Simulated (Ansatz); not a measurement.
# MnTlF3 (element-swapped structure): how the settings move a single-point run

How sensitive is a single-point run of MnTlF3 (element-swapped structure) to its settings? A reference run comes first, then four runs with altered input.

Program: Ansatz 0.2.0. Level of theory: reference: DFT LDA, plane waves, PAW, scalar-relativistic, collinear spin. These are calculated values, not measurements.

## 1. Starting point

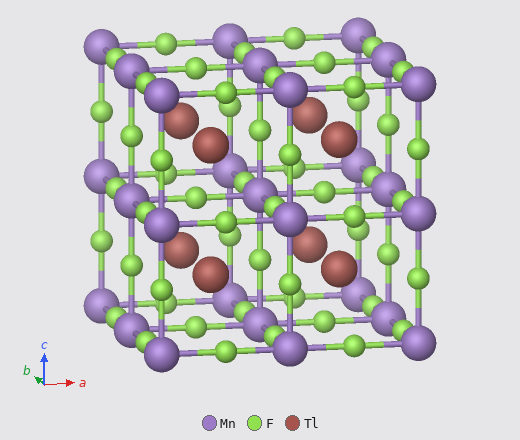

The starting structure, seen slightly off an axis (manganese light purple, fluorine green, thallium brown). 2×2×2 cells are drawn. Atoms on the faces are drawn again on the opposite ones.

Coordinates:

```
CELL_PARAMETERS angstrom
4.28323 0.00000 0.00000
0.00000 4.28323 0.00000
0.00000 0.00000 4.28323
ATOMIC_POSITIONS crystal
Mn 0.00000 0.00000 0.00000
F 0.50000 0.00000 0.00000
F 0.00000 0.50000 0.00000
F 0.00000 0.00000 0.50000
Tl 0.50000 0.50000 0.50000
```

## 2. Baseline

File input.yaml:

```yaml
crystal:
  lattice:
    - [4.28322829, 0.0, 0.0]
    - [0.0, 4.28322829, 0.0]
    - [0.0, 0.0, 4.28322829]
  atoms:
    - { symbol: Mn, position: [0.0, 0.0, 0.0], spin: 4.2 }
    - { symbol: F, position: [0.5, 0.0, 0.0] }
    - { symbol: F, position: [0.0, 0.5, 0.0] }
    - { symbol: F, position: [0.0, 0.0, 0.5] }
    - { symbol: Tl, position: [0.5, 0.5, 0.5] }
kpoints:
  mp_grid: { grid: [4, 4, 4], shift: [0, 0, 0] }
magnetization:
  spin_polarized: true
scf:
  occupations: { method: fermi_dirac }
hamiltonian:
  pseudopotentials: { kind: paw }
  xc: lda
basis:
  ecutwfc: 420
output:
  forces: true
  stress: true
  eigenvalues: true
```

The run is started by

```bash
ansatz run input.yaml --threads 1 --pin off --max-ram 2560MiB --backend cpu --events-out ev --progress --plain --runs-dir out
```

Standard output, cut to the lines that bear on the results:

```text
Warning: RAYON_NUM_THREADS=1 ignored (pool sized by the plan → 1); use --threads N
[...]
Pseudopotentials: kind: paw
Pseudopotential: Mn, paw, valence charge 15, recommended cutoff 420 eV (normal), Mn.paw.azcp
Pseudopotential: F, paw, valence charge 7, recommended cutoff 420 eV (normal), F.paw.azcp
Pseudopotential: Tl, paw, valence charge 13, recommended cutoff 420 eV (normal), Tl.paw.azcp
Functional definition: SPW92
[...]
Crystal: 5 atoms, lattice volume = 78.580 Å³
Basis set: ecut = 420 eV, 1551 PW (Γ)
Bands: 32, of which v1, the nominal top of the filled ones, is band 25 counted from 1 (24 counted from 0)
Symmetry: 48 space group operations
Space group: Pm-3m (ITA 221), of the structure as read, at distance tolerance 4.3e-5 Å
Magnetic group: BNS 221.92 (UNI 1594), of the structure as read, at distance tolerance 4.3e-5 Å
k-points: 10 of 64
[...]
Starting moments: Σ|m| = 4.2 μB on 1 of 5 sites
[...]
SCF iter   1: F=—  HF=-17379.525139 eV  |F-HF|=—  |Δ(HF+E_count)|=         —  Δρ=1.62e-1 (↑1.43e-1 ↓1.62e-1)  dr2=6.54e1  dr2_m=1.83e-1  M=4.182 μB ∫|m|=4.182 μB  β_m=0.30  ethr=3.10e-3  ⟨swp⟩=6.3  Hψ=2496  notcnv=0
[...]
spin=Collinear: Kerker preconditioning applied to the charge; magnetization (m = ρ↑ − ρ↓) channel mixes plain (no charge-response kernel on spin).
[...]
spin=Collinear: Resta preconditioning applied to the charge; magnetization (m = ρ↑ − ρ↓) channel mixes plain (no charge-response kernel on spin).
[...]
SCF iter  11: F=-17370.347141 eV  HF=-17370.347141 eV  |F-HF|=9.82e-11  |Δ(HF+E_count)|=   8.61e-9  Δρ=8.80e-7 (↑8.80e-7 ↓7.22e-7)  dr2=2.14e-9  dr2_m=3.89e-11  M=4.998 μB ∫|m|=5.000 μB  ethr=1.50e-10  ⟨swp⟩=3.3  Hψ=2026  notcnv=0
[...]
the search or the solves at the SCF's close seem to have found levels that the self-consistency loop had missed (the run counts 1). By its estimate they hold under 1e-12 electrons; where the run keeps them, the occupations were computed again with them
SCF converged after 11 iterations
Magnetization: 4.9979 μB (26.9990 up, 22.0010 down)
Absolute magnetization: 4.9992 μB (∫|ρ↑−ρ↓|, with the PAW one-centre terms)
Spin contamination: 0.0039 ħ² per cell (⟨S²⟩ above its minimum at these occupations)
Per-site moments (μB) at R_I (Å): [(4.1771497253517405, 0.8834158348125001), (0.07788400782243059, 0.8834158348125001), (0.07788400782243025, 0.8834158348125001), (0.07788400782242962, 0.8834158348125001), (0.0004397378439124319, 1.2493386548069874)]
Free energy (F): -17370.347141 eV
[...]
E sigma→0 (E₀):  -17370.346521 eV
Entropy (-TS):   -0.001240 eV (-0.248 meV/atom)
Fermi energy:    8.057753 eV
[...]
--- Forces (eV/Å), atoms counted from 1 ---
  atom   1  Mn    -0.00000000     0.00000000     0.00000000
  atom   2  F      0.00000000    -0.00000000     0.00000000
  atom   3  F      0.00000000     0.00000000     0.00000000
  atom   4  F      0.00000000     0.00000000     0.00000000
  atom   5  Tl     0.00000000    -0.00000000    -0.00000000
[...]
--- Stress (GPa, compression-positive) ---
       -6.928747       0.000000       0.000000
       -0.000000      -6.928747       0.000000
        0.000000       0.000000      -6.928747
  P = ⅓ Tr σ = -6.9287 GPa (-69.287 kbar)
--- Band table (eV; the first three rows and the last of 20) ---
[...]
```

Run time: 2.6 s. Hardware: 1 thread of Intel Xeon 6975P-C (Granite Rapids), shared host; peak memory 0.42 GiB.

## 3. Changed: occupations.width 0.001, pseudopotentials.source jth

input.yaml, as its differences from that of step 2:

```diff
@@ -16,5 +16,5 @@
 scf:
-  occupations: { method: fermi_dirac }
+  occupations: { method: fermi_dirac, width: 0.001 }
 hamiltonian:
-  pseudopotentials: { kind: paw }
+  pseudopotentials: { kind: paw, source: jth }
   xc: lda
```

The run is started by

```bash
ansatz run input.yaml --threads 1 --pin off --max-ram 2560MiB --backend cpu --events-out ev --progress --plain --runs-dir out
```

Standard output, cut to the lines that bear on the results:

```text
Warning: basis.ecutwfc = 420 eV is below the records' recommended 1800 eV, and the density's cutoff is lower with it unless basis.ecutrho_ratio is high enough to keep the records' density cutoff: compare with a run at a higher cutoff
Warning: <dir> the checks of this Mn dataset prove no rule for summing its radial tables, as where they were carried onto another mesh than they were made on, and Gregory's rule is taken, under which a leading mesh point left out moves its sums only by what lay on the interval it spanned. [...]
Warning: <dir> the checks of this F dataset prove no rule for summing its radial tables, as where they were carried onto another mesh than they were made on, and Gregory's rule is taken, under which a leading mesh point left out moves its sums only by what lay on the interval it spanned. [...]
Warning: <dir> the checks of this Tl dataset prove no rule for summing its radial tables, as where they were carried onto another mesh than they were made on, and Gregory's rule is taken, under which a leading mesh point left out moves its sums only by what lay on the interval it spanned. [...]
Warning: RAYON_NUM_THREADS=1 ignored (pool sized by the plan → 1); use --threads N
[...]
[... 1 set-up line as earlier in the session ...]
Pseudopotential: Mn, paw, valence charge 15, recommended cutoff 1290 eV (normal), Mn.paw.azcp
Pseudopotential: F, paw, valence charge 7, recommended cutoff 1500 eV (normal), F.paw.azcp
[...]
spin=Collinear: Resta preconditioning applied to the charge; magnetization (m = ρ↑ − ρ↓) channel mixes plain (no charge-response kernel on spin).
[...]
SCF iter  10: F=-17307.237201 eV  HF=-17307.237201 eV  |F-HF|=1.03e-8  |Δ(HF+E_count)|=   4.23e-8  Δρ=3.47e-6 (↑3.04e-6 ↓3.47e-6)  dr2=1.98e-8  dr2_m=7.59e-10  M=5.000 μB ∫|m|=5.001 μB  ethr=2.04e-10  ⟨swp⟩=11.7  Hψ=3566  notcnv=0
[...]
SCF converged after 10 iterations
Magnetization: 5.0000 μB (27.0000 up, 22.0000 down)
Absolute magnetization: 5.0011 μB (∫|ρ↑−ρ↓|, with the PAW one-centre terms)
Spin contamination: 0.0031 ħ² per cell (⟨S²⟩ above its minimum at these occupations)
Per-site moments (μB) at R_I (Å): [(4.176166362328727, 0.8834158348125001), (0.07826830342552943, 0.8834158348125001), (0.07826830342552892, 0.8834158348125001), (0.0782683034255289, 0.8834158348125001), (0.0007589751131194156, 1.2493386548069874)]
Free energy (F): -17307.237201 eV
[...]
E sigma→0 (E₀):  -17307.237201 eV
Fermi energy:    7.967565 eV
[...]
--- Forces (eV/Å), atoms counted from 1 ---
  atom   1  Mn     0.00000000     0.00000000    -0.00000000
  atom   2  F      0.00000000    -0.00000000    -0.00000000
  atom   3  F      0.00000000    -0.00000000    -0.00000000
  atom   4  F      0.00000000     0.00000000    -0.00000000
  atom   5  Tl     0.00000000    -0.00000000     0.00000000
[...]
--- Stress (GPa, compression-positive) ---
       -6.728412       0.000000       0.000000
       -0.000000      -6.728412       0.000000
        0.000000       0.000000      -6.728412
  P = ⅓ Tr σ = -6.7284 GPa (-67.284 kbar)
--- Band table (eV; the first three rows and the last of 20) ---
[...]
```

Run time: 2.1 s. Hardware: 1 thread of Intel Xeon 6975P-C (Granite Rapids), shared host; peak memory 0.39 GiB.

A change of potentials puts the total energy on another scale; pressure, gap, moments and forces, where computed, barely move. The cutoff is far under what these potentials recommend, so these values carry a basis error that can be large.

## 4. Changed: mp_grid.grid [3, 3, 3], mixing.algorithm anderson, mixing.beta 0.3, hubbard.sites [{species: Mn, l: d, u_eff: 1.0}], hubbard.double_counting fll

input.yaml, as its differences from that of step 2:

```diff
@@ -12,3 +12,3 @@
 kpoints:
-  mp_grid: { grid: [4, 4, 4], shift: [0, 0, 0] }
+  mp_grid: { grid: [3, 3, 3], shift: [0, 0, 0] }
 magnetization:
@@ -17,2 +17,3 @@
   occupations: { method: fermi_dirac }
+  mixing: { algorithm: anderson, beta: 0.3 }
 hamiltonian:
@@ -20,2 +21,3 @@
   xc: lda
+  hubbard: { sites: [{ species: Mn, l: d, u_eff: 1.0 }], double_counting: fll }
 basis:
```

The run is started by

```bash
ansatz run input.yaml --threads 1 --pin off --max-ram 2560MiB --backend cpu --events-out ev --progress --plain --runs-dir out
```

Standard output, cut to the lines that bear on the results:

```text
Warning: RAYON_NUM_THREADS=1 ignored (pool sized by the plan → 1); use --threads N
Mn: projections on atomic orbitals take those of the free atom [Ne] 3s2 3p6 3d5 4s2, of charge +0.00 (hamiltonian.pseudopotentials.projection_atoms); the dataset's partial waves leave at most 9.0e-7 of an orbital's norm unspanned inside its sphere
F: projections on atomic orbitals take those of the free atom [He] 2s2 2p5, of charge +0.00 (hamiltonian.pseudopotentials.projection_atoms); the dataset's partial waves leave at most 1.6e-8 of an orbital's norm unspanned inside its sphere
Tl: projections on atomic orbitals take those of the free atom [Xe 4f14] 5d10 6s2 6p1, of charge +0.00 (hamiltonian.pseudopotentials.projection_atoms); the dataset's partial waves leave at most 3.0e-5 of an orbital's norm unspanned inside its sphere
[...]
[... 1 set-up line as earlier in the session ...]
[...]
Per-site moments (μB) at R_I (Å): [(4.201936250992958, 0.8834158348125001), (0.07066453241770014, 0.8834158348125001), (0.07066453241770015, 0.8834158348125001), (0.0706645324177003, 0.8834158348125001), (-0.0003809840235976558, 1.2493386548069874)]
Free energy (F): -17370.209092 eV
[...]
E sigma→0 (E₀):  -17370.209089 eV
Entropy (-TS):   -0.000005 eV (-0.001 meV/atom)
Fermi energy:    7.992107 eV
[...]
--- Forces (eV/Å), atoms counted from 1 ---
  atom   1  Mn    -0.00000000     0.00000000    -0.00000000
  atom   2  F     -0.00000000    -0.00000000     0.00000000
  atom   3  F      0.00000000     0.00000000     0.00000000
  atom   4  F      0.00000000    -0.00000000     0.00000000
  atom   5  Tl     0.00000000     0.00000000     0.00000000
[...]
--- Stress (GPa, compression-positive) ---
       -6.602666      -0.000000       0.000000
        0.000000      -6.602666       0.000000
        0.000000       0.000000      -6.602666
  P = ⅓ Tr σ = -6.6027 GPa (-66.027 kbar)
--- Band table (eV; the first three rows and the last of 8) ---
[...]
Occupation matrices written to <dir>
```

Wall time 3.1 s (1 thread of Intel Xeon 6975P-C (Granite Rapids), shared host); peak memory 0.39 GiB.

Changing the k-point mesh, mixing and Hubbard U moves the energy by +27.6 meV/atom, and the pressure goes from -6.9 to -6.6 GPa. The U term adds an energy of its own, so the shift says nothing about which run is better.

## 5. Changing settings: eigensolver.kind davidson, basis.precision f64

input.yaml, as its differences from that of step 2:

```diff
@@ -17,2 +17,3 @@
   occupations: { method: fermi_dirac }
+  eigensolver: { kind: davidson }
 hamiltonian:
@@ -22,2 +23,3 @@
   ecutwfc: 420
+  precision: f64
 output:
```

The run is started by

```bash
ansatz run input.yaml --threads 1 --pin off --max-ram 2560MiB --backend cpu --events-out ev --progress --plain --runs-dir out
```

Standard output, cut to the lines that bear on the results:

```text
Warning: RAYON_NUM_THREADS=1 ignored (pool sized by the plan → 1); use --threads N
[...]
[... 5 set-up lines as earlier in the session ...]
[...]
Crystal: 5 atoms, lattice volume = 78.580 Å³
Basis set: ecut = 420 eV, 1551 PW (Γ)
Bands: 32, of which v1, the nominal top of the filled ones, is band 25 counted from 1 (24 counted from 0)
[... 2 set-up lines as earlier in the session ...]
Magnetic group: BNS 221.92 (UNI 1594), of the structure as read, at distance tolerance 4.3e-5 Å
k-points: 10 of 64
[...]
Starting moments: Σ|m| = 4.2 μB on 1 of 5 sites
[...]
Spin contamination: 0.0039 ħ² per cell (⟨S²⟩ above its minimum at these occupations)
Per-site moments (μB) at R_I (Å): [(4.177146929240118, 0.8834158348125001), (0.07788354690167529, 0.8834158348125001), (0.0778835469016731, 0.8834158348125001), (0.07788354690167316, 0.8834158348125001), (0.00043985399164264975, 1.2493386548069874)]
Free energy (F): -17370.347141 eV
[...]
E sigma→0 (E₀):  -17370.346521 eV
Entropy (-TS):   -0.001240 eV (-0.248 meV/atom)
Fermi energy:    8.057785 eV
[...]
--- Forces (eV/Å), atoms counted from 1 ---
  atom   1  Mn    -0.00000000     0.00000000     0.00000000
  atom   2  F     -0.00000000    -0.00000000    -0.00000000
  atom   3  F      0.00000000     0.00000000     0.00000000
  atom   4  F      0.00000000     0.00000000     0.00000000
  atom   5  Tl     0.00000000    -0.00000000    -0.00000000
[...]
--- Stress (GPa, compression-positive) ---
       -6.928915       0.000000      -0.000000
        0.000000      -6.928915      -0.000000
        0.000000      -0.000000      -6.928915
  P = ⅓ Tr σ = -6.9289 GPa (-69.289 kbar)
--- Band table (eV; the first three rows and the last of 20) ---
[...]
```

It took 3.1 s on 1 thread of Intel Xeon 6975P-C (Granite Rapids), shared host; peak memory 0.41 GiB.

Energy and cycle count are those of the reference, so the change (solver and arithmetic precision) left the result and the number of cycles as they were.

## 6. A run with other settings

input.yaml, as its differences from that of step 2:

```diff
@@ -17,2 +17,3 @@
   occupations: { method: fermi_dirac }
+  convergence: { dr2_threshold: 0.0001 }
 hamiltonian:
@@ -26 +27,5 @@
   eigenvalues: true
+  write_density: true
+  write_potential: true
+  elf: true
+  volumetric_format: npy
```

The run is started by

```bash
ansatz run input.yaml --threads 1 --pin off --max-ram 2560MiB --backend cpu --events-out ev --progress --plain --runs-dir out
```

Standard output, cut to the lines that bear on the results:

```text
Warning: scf.convergence.dr2_threshold = 1e-4 eV is looser than this run's default, which is 1e-7 eV or tighter. The error in the forces grows as the threshold's square root, so leave the key out unless less accurate forces are enough
Warning: output.stress: scf.convergence.dr2_threshold = 1e-4 eV is looser than the 5e-10 eV advised for a printed stress (1e-10 eV for each atom of the cell: 5). What an SCF threshold leaves in a stress goes as its square root, and in the free energy as the threshold itself, and one [...]
Warning: RAYON_NUM_THREADS=1 ignored (pool sized by the plan → 1); use --threads N
[...]
[... 5 set-up lines as earlier in the session ...]
[...]
Crystal: 5 atoms, lattice volume = 78.580 Å³
Basis set: ecut = 420 eV, 1551 PW (Γ)
Bands: 32, of which v1, the nominal top of the filled ones, is band 25 counted from 1 (24 counted from 0)
[...]
SCF converged after 9 iterations
Magnetization: 4.9979 μB (26.9989 up, 22.0011 down)
Absolute magnetization: 4.9992 μB (∫|ρ↑−ρ↓|, with the PAW one-centre terms)
Spin contamination: 0.0039 ħ² per cell (⟨S²⟩ above its minimum at these occupations)
Per-site moments (μB) at R_I (Å): [(4.177045357665302, 0.8834158348125001), (0.07783498419142472, 0.8834158348125001), (0.07783498419142391, 0.8834158348125001), (0.07783498419142393, 0.8834158348125001), (0.00044967550418294417, 1.2493386548069874)]
Free energy (F): -17370.347139 eV
[...]
E sigma→0 (E₀):  -17370.346513 eV
Entropy (-TS):   -0.001252 eV (-0.250 meV/atom)
Fermi energy:    8.059122 eV
[...]
--- Forces (eV/Å), atoms counted from 1 ---
  atom   1  Mn    -0.00000000    -0.00000000     0.00000000
  atom   2  F      0.00000000    -0.00000000     0.00000000
  atom   3  F      0.00000000    -0.00000000     0.00000000
  atom   4  F      0.00000000    -0.00000000    -0.00000000
  atom   5  Tl     0.00000000     0.00000000     0.00000000
[...]
--- Stress (GPa, compression-positive) ---
       -6.930364       0.000000       0.000000
        0.000000      -6.930364       0.000000
        0.000000       0.000000      -6.930364
  P = ⅓ Tr σ = -6.9304 GPa (-69.304 kbar)
--- Band table (eV; the first three rows and the last of 20) ---
[...]
```

Run time: 2.8 s. Hardware: 1 thread of Intel Xeon 6975P-C (Granite Rapids), shared host; peak memory 0.42 GiB.

## 7. Checking the result

The run converged and reported no error, with warnings (force scf threshold loose, published levels not confirmed, stress scf threshold loose). Its log warns: «scf.convergence.dr2_threshold = 1e-4 eV is looser than this run's default, which is 1e-7 eV or tighter. The error in the forces grows as the threshold's square root ...»

In the input, scf.convergence.dr2_threshold is 0.0001. The tolerance lets an unconverged density pass as converged.

To undo it: delete scf.convergence.dr2_threshold (the default then holds).

Same state: the changed convergence setting leaves the energy within 0.5 meV/atom.

## 8. All runs together

```csv
run,ending,energy change,pressure (GPa),abs. moment (μB),force (eV/Å),cycles,time
reference,converged,0,-6.9,5.00,0.00,11,2.6 s
"1: occupations.width 0.001, pseudopotentials.source jth",converged,not comparable,-6.7,5.00,0.00,10,2.1 s
"2: mp_grid.grid [3, 3, 3], mixing.algorithm anderson, mixing.beta 0.3, hubbard.sites [{species: Mn, l: d, u_eff: 1.0}], hubbard.double_counting fll",converged,+27.6 meV/atom (U changed: no physical gain or loss),-6.6,5.00,0.00,19,3.1 s
"3: eigensolver.kind davidson, basis.precision f64",converged,0.0 meV/atom,-6.9,5.00,0.00,11,3.1 s
4: dr2_threshold 0.0001,converged,0.0 meV/atom,-6.9,5.00,0.00,9,2.8 s
```

Times don't compare one to one where runs were asked for different outputs or read a saved state (see the inputs); cycles may leave out searches for a lower state.

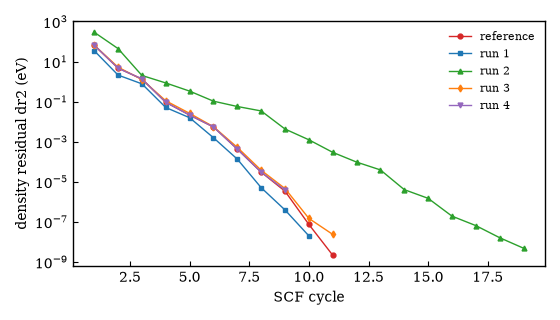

Residual by cycle in the longest SCF loop of each run; runs are numbered as in the table.

What this shows: Of the converged runs whose energies compare with the reference's, none moves it noticeably. Run 1 ran under the cutoff that the potentials recommend, as the log warns, so basis error is mixed into its values, and swamps them where the cutoff is far short. A changed U is a change of model: its shifts are not errors of convergence.

The reference has limits of its own: its magnetic state comes from one start and may not be the lowest; the structure is made up and not relaxed.
